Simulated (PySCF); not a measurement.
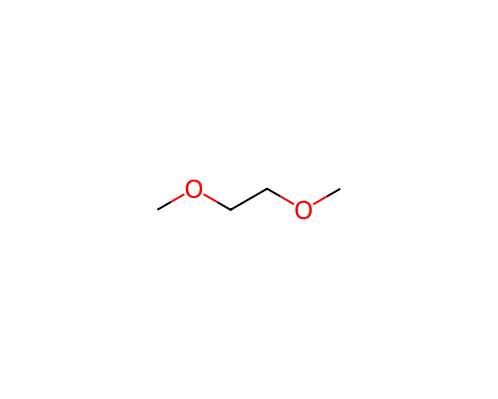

2D structure.

Question: Transcribe the drawing into SMILES.

Answer: COCCOC

Question: What is the molecular formula?

Answer: C4H10O2.

Question: An optimisation with GFN2-xTB gave a structure of which point group?

Answer: C1. Other conformers may differ.

The parts below concern this one geometry. Atoms keep their numbers from picture to picture. The geometry was computed by an optimisation with GFN2-xTB. No frequency run is at hand to confirm it as a minimum.

Shape

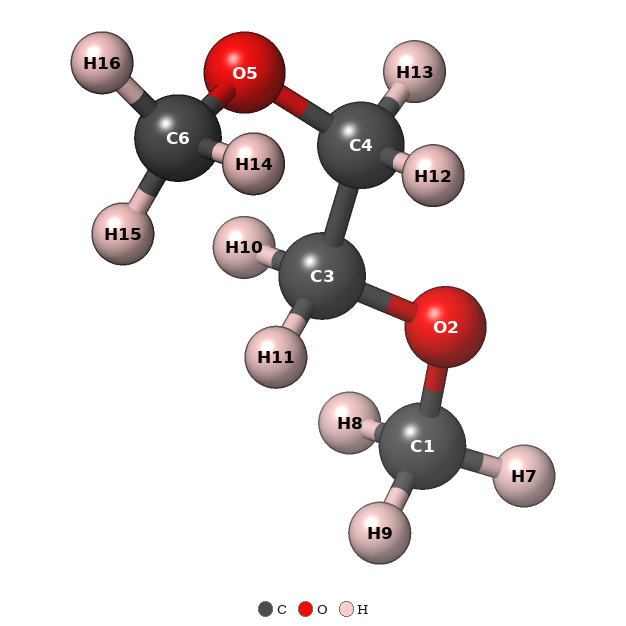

Atoms carry their numbers in the input. No frequency run is at hand to confirm it as a minimum.

List the bonds and their lengths.

```
  bond  length (Å)   order
 C1–O2       1.404  single
 C1–H7       1.088  single
 C1–H8       1.097  single
 C1–H9       1.098  single
 O2–C3       1.408  single
 C3–C4       1.533  single
C3–H10       1.101  single
C3–H11       1.102  single
 C4–O5       1.405  single
C4–H12       1.099  single
C4–H13       1.092  single
 O5–C6       1.407  single
C6–H14       1.097  single
C6–H15       1.095  single
C6–H16       1.088  single
```

Dipole moment

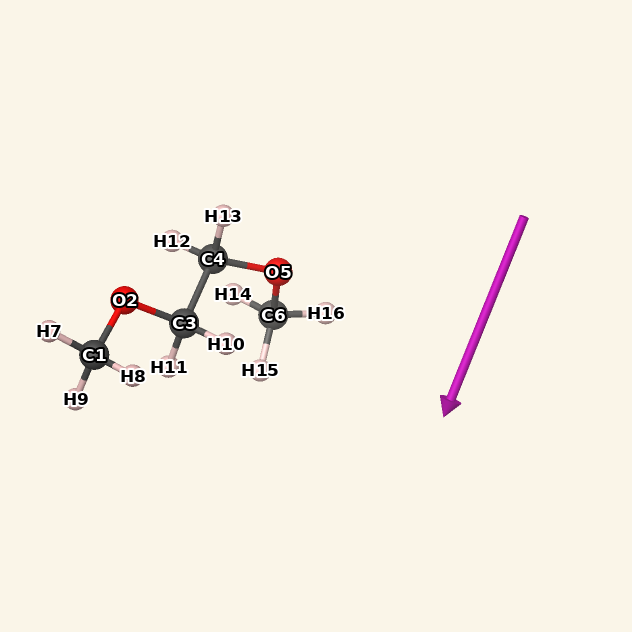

The arrow beside the molecule shows the direction of the dipole moment, from the negative to the positive end (its length means nothing). No frequency run is at hand to confirm it as a minimum. Method: PBE0/pcSseg-1, gas phase (PySCF 2.14.0).

Question: Estimate the dipole moment.

Answer: 1.98 D; it points from the side of H13 to the side of H9 (the outermost atoms at the two ends).

NMR shielding

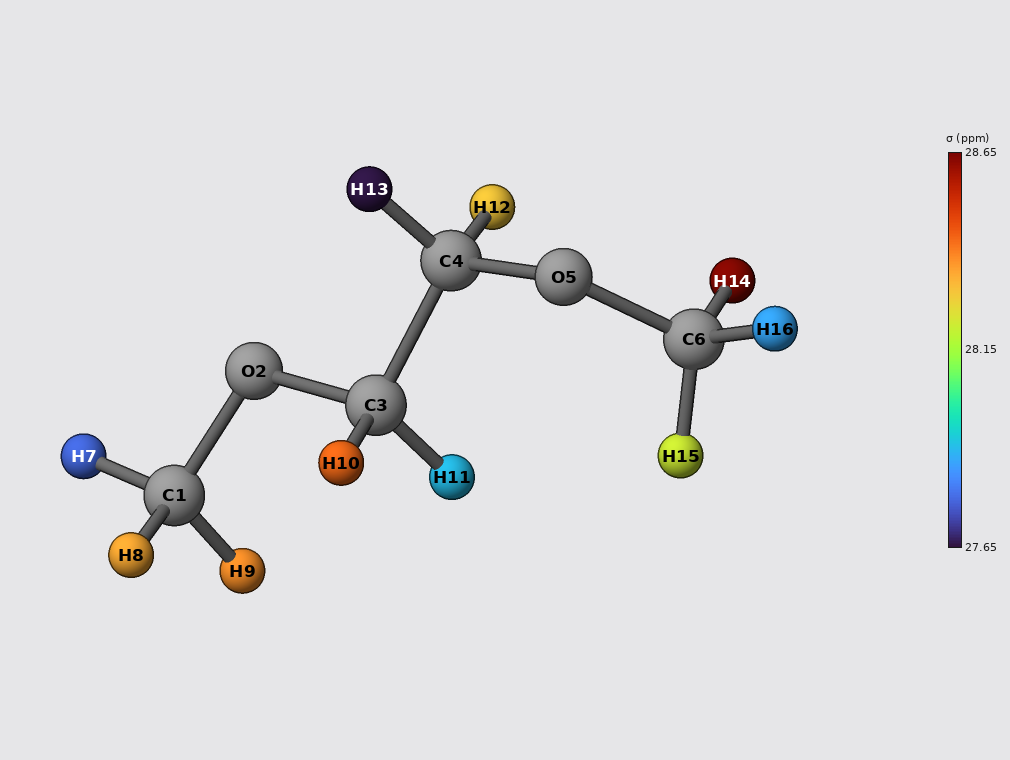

Atoms are coloured by their isotropic NMR shieldings (H only, the others grey). No frequency run is at hand to confirm it as a minimum. Properties computed with GIAO PBE0/pcSseg-1 NMR shielding, non-relativistic, gas phase (PySCF 2.14.0).

Question: Which H atom is the most shielded (lowest chemical shift)?

Answer: H14 (28.63 ppm).

Question: Which H atom is the least shielded (highest chemical shift)?

Answer: H13 (27.66 ppm).

Question: How wide is the range of H shifts?

Answer: 0.97 ppm.

List the isotropic NMR shieldings of the H atoms.

```csv
atom,σ (ppm)
H7,27.78
H8,28.34
H9,28.37
H10,28.43
H11,27.90
H12,28.29
H13,27.66
H14,28.63
H15,28.21
H16,27.87
```

Charges

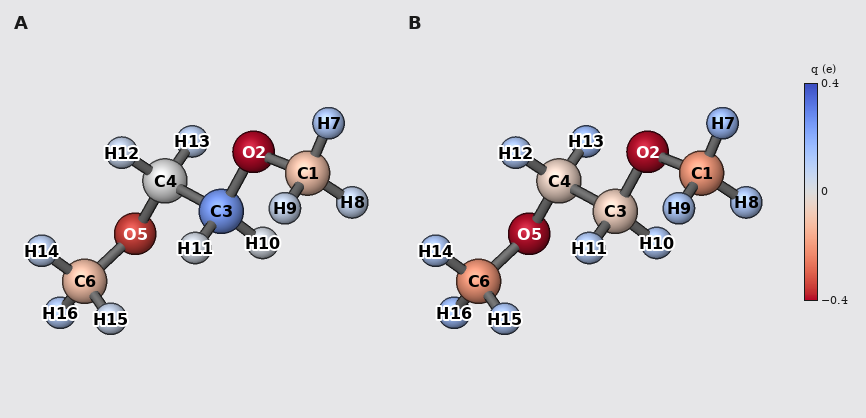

Atomic charges of one calculation by 2 schemes, on one colour scale. No frequency run is at hand to confirm it as a minimum. Level of theory: PBE0/pcSseg-1 (PySCF 2.14.0).

Question: The schemes are ESP-fitted, IAO. Which panel shows which?

Answer: A ESP-fitted, B IAO.

List the charges (e), one line for each set of equivalent atoms.

```json
{"atom": "C1", "ESP-fitted": "−0.10", "IAO": "−0.20"}
{"atom": "O2", "ESP-fitted": "−0.39", "IAO": "−0.39"}
{"atom": "C3", "ESP-fitted": "0.25", "IAO": "−0.06"}
{"atom": "C4", "ESP-fitted": "0.00", "IAO": "−0.05"}
{"atom": "O5", "ESP-fitted": "−0.35", "IAO": "−0.39"}
{"atom": "C6", "ESP-fitted": "−0.11", "IAO": "−0.20"}
{"atom": "H7", "ESP-fitted": "0.12", "IAO": "0.16"}
{"atom": "H8", "ESP-fitted": "0.07", "IAO": "0.12"}
{"atom": "H9", "ESP-fitted": "0.06", "IAO": "0.12"}
{"atom": "H10", "ESP-fitted": "0.02", "IAO": "0.12"}
{"atom": "H11", "ESP-fitted": "0.03", "IAO": "0.11"}
{"atom": "H12", "ESP-fitted": "0.06", "IAO": "0.12"}
{"atom": "H13", "ESP-fitted": "0.09", "IAO": "0.16"}
{"atom": "H14", "ESP-fitted": "0.09", "IAO": "0.12"}
{"atom": "H15", "ESP-fitted": "0.06", "IAO": "0.12"}
{"atom": "H16", "ESP-fitted": "0.11", "IAO": "0.16"}
```
